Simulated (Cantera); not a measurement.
Charge: 1 mol BCl3, 3.4 mol N2, at 13300 Pa.

These are equilibrium values from Cantera (NASA tables, ideal gas, pure condensed phases), not measurements of a reactor. Candidate condensed phases: B, BN; 10 gas species. N2 is the only nitrogen source here; it is nearly inert below about 1500 K, so the nitride shown seldom forms there in practice. The tables' values for BCl2, BCl are old estimates; treat these amounts as uncertain. Rates play no part.

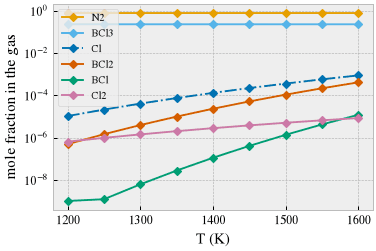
Fig. 1. Equilibrium gas composition (values under 1e-9 drawn at 1e-9)

Q: Read off the mole fractions at 1600 K.

A: N2 about 0.77, BCl3 about 0.23, Cl about 0.00087, BCl2 about 0.00041, BCl about 1.2e-5, Cl2 about 8.4e-6.
